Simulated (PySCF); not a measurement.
# BH2Cl (SMILES [H]B([H])Cl) at B3LYP/STO-3G

Aim: the vertical singlet–triplet gap of BH2Cl at B3LYP/STO-3G, from 2 runs. Input form: a Python script.

The results are computed with PySCF 2.14.0.

8 further runs of the same task are left out: 8 set aside as unsound or not needed.

### 1 The system as given

BH2Cl has 4 atoms, charge 0, and is taken as a singlet. As SMILES, `[H]B([H])Cl`. The shape is that of a GFN2-xTB optimisation.

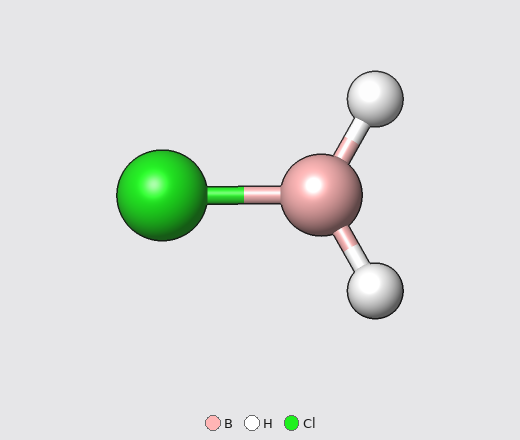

Viewed from a chosen angle; boron pink, hydrogen white, chlorine green.

### 2 A single-point energy at B3LYP/STO-3G

File run.py:

```python
from pyscf import gto, dft

mol = gto.M(
    atom='''
B      0.130977     0.216222    -0.000775
H      2.343430     0.133641     0.029366
H     -0.967785     2.138395    -0.035810
Cl    -1.506641    -2.488278     0.007238
''',
    verbose=3,
    charge=0,
    basis='sto-3g',
    max_memory=1860,
    unit='bohr',
)

ks = dft.RKS(mol)
ks.xc = 'b3lyp'
ks.conv_tol = 1e-10
ks.grids.level = 5
ks.kernel()
if not ks.converged:
    ks = ks.newton().run(ks.mo_coeff, ks.mo_occ)

e_final = ks.e_tot
print(f'total energy: {e_final:.8f} hartree')
```

Command:

```
$ OMP_NUM_THREADS=1 python run.py
```

Log:

```text
converged SCF energy = -480.933703858575
total energy: -480.93370386 hartree
```

Wall time 2 s (1 thread of Arm Neoverse V1, shared host); peak memory 0.18 GiB.

### 3 The triplet at the same level

File calc.py:

```python
from pyscf import gto, dft

mol = gto.M(
    atom='B 0.069310 0.114420 -0.000410; H 1.240090 0.070720 0.015540; H -0.512130 1.131590 -0.018950; Cl -0.797280 -1.316740 0.003830',
    basis='sto-3g',
    charge=0,
    verbose=4,
    spin=2,
    max_memory=1860,
)

mf = dft.UKS(mol, xc='b3lyp')
mf.conv_tol = 1e-10
mf.grids.level = 5
mf.kernel()
if not mf.converged:
    mf = mf.newton().run(mf.mo_coeff, mf.mo_occ)

e_final = mf.e_tot
print('Final energy', e_final)
```

Command:

```
$ OMP_NUM_THREADS=1 python calc.py
```

Log:

```text
PySCF version 2.14.0

[INPUT] num. atoms = 4
[INPUT] num. electrons = 24
[INPUT] charge = 0
[INPUT] spin (= nelec alpha-beta = 2S) = 2
[INPUT] symmetry False subgroup None
[INPUT] Mole.unit = angstrom
[INPUT] Symbol           X                Y                Z      unit          X                Y                Z       unit  Magmom
[INPUT]  1 B      0.069310000000   0.114420000000  -0.000410000000 AA    0.130976917694   0.216222463173  -0.000774787711 Bohr   0.0
[INPUT]  2 H      1.240090000000   0.070720000000   0.015540000000 AA    2.343430469812   0.133641431529   0.029366343976 Bohr   0.0
[INPUT]  3 H     -0.512130000000   1.131590000000  -0.018950000000 AA   -0.967785440174   2.138395185297  -0.035810310061 Bohr   0.0
[INPUT]  4 Cl    -0.797280000000  -1.316740000000   0.003830000000 AA   -1.506640844593  -2.488277977260   0.007237651057 Bohr   0.0

nuclear repulsion = 38.9580455955621
number of shells = 10
number of NR pGTOs = 48
number of NR cGTOs = 16
basis = sto-3g
ecp = {}

******** <class 'pyscf.dft.uks.UKS'> ********
method = UKS
initial guess = minao
damping factor = 0
level_shift factor = 0
DIIS = <class 'pyscf.scf.diis.CDIIS'>
diis_start_cycle = 1
diis_space = 8
diis_damp = 0
SCF conv_tol = 1e-10
SCF conv_tol_grad = None
SCF max_cycles = 50
direct_scf = True
direct_scf_tol = 1e-13
number electrons alpha = 13  beta = 11
XC library pyscf.dft.libxc version 7.0.0
    S. Lehtola, C. Steigemann, M. J.T. Oliveira, and M. A.L. Marques.,  SoftwareX 7, 1–5 (2018)
XC functionals = b3lyp
    P. J. Stephens, F. J. Devlin, C. F. Chabalowski, and M. J. Frisch.,  J. Phys. Chem. 98, 11623 (1994)
radial grids:
    Treutler-Ahlrichs [JCP 102, 346 (1995); DOI:10.1063/1.469408] (M4) radial grids

becke partition: Becke, JCP 88, 2547 (1988); DOI:10.1063/1.454033
pruning grids: <function nwchem_prune>
grids dens level: 5
symmetrized grids: False
atomic radii adjust function: <function treutler_atomic_radii_adjust>
small_rho_cutoff = 0
Set gradient conv threshold to 1e-05
tot grids = 133288
init E= -480.69455399463
[... the frontier-level lines of each cycle are left out ...]


cycle= 1 E= -480.72080993163  delta_E= -0.0263  |g|= 0.0709  |ddm|= 1.86


cycle= 2 E= -480.724258442132  delta_E= -0.00345  |g|= 0.0438  |ddm|= 0.256


cycle= 3 E= -480.726039749044  delta_E= -0.00178  |g|= 0.0226  |ddm|= 0.147


cycle= 4 E= -480.726620269143  delta_E= -0.000581  |g|= 0.0032  |ddm|= 0.0544


cycle= 5 E= -480.726629356166  delta_E= -9.09e-06  |g|= 0.000548  |ddm|= 0.00531


cycle= 6 E= -480.726629682451  delta_E= -3.26e-07  |g|= 9.62e-05  |ddm|= 0.00113


cycle= 7 E= -480.726629693153  delta_E= -1.07e-08  |g|= 5.95e-06  |ddm|= 0.000249


cycle= 8 E= -480.726629693208  delta_E= -5.48e-11  |g|= 4.93e-07  |ddm|= 2.09e-05


Extra cycle  E= -480.726629693208  delta_E= -2.27e-13  |g|= 4.37e-07  |ddm|= 1.99e-06
converged SCF energy = -480.726629693208  <S^2> = 2.0009747  2S+1 = 3.0006497
Final energy -480.7266296932079
```

Run time: 3.6 s. Hardware: 1 thread of Arm Neoverse V1, shared host; peak memory 0.19 GiB.

### 4 What came out

At B3LYP/STO-3G:

| quantity | value |
| --- | --- |
| singlet: total energy | -480.93370 Eh |
| singlet: dipole moment | 0.68 D |
| singlet: HOMO energy | -6.98 eV |
| singlet: LUMO energy | 0.49 eV |
| singlet: HOMO–LUMO gap | 7.47 eV |
| triplet: total energy | -480.72663 Eh |
| triplet: dipole moment | 0.22 D |
| triplet: HOMO energy (highest over α and β) | -1.36 eV |
| triplet: ⟨S²⟩ | 2.001 |
| vertical energy of the triplet above the singlet | 5.635 eV |

**Reading.** At this shape the triplet lies 5.63 eV (544 kJ/mol) above the singlet. In a minimal basis such a difference can be off by several eV, whatever the method. Mulliken charges (triplet) run from -0.10 on B1 to +0.04 on H2.
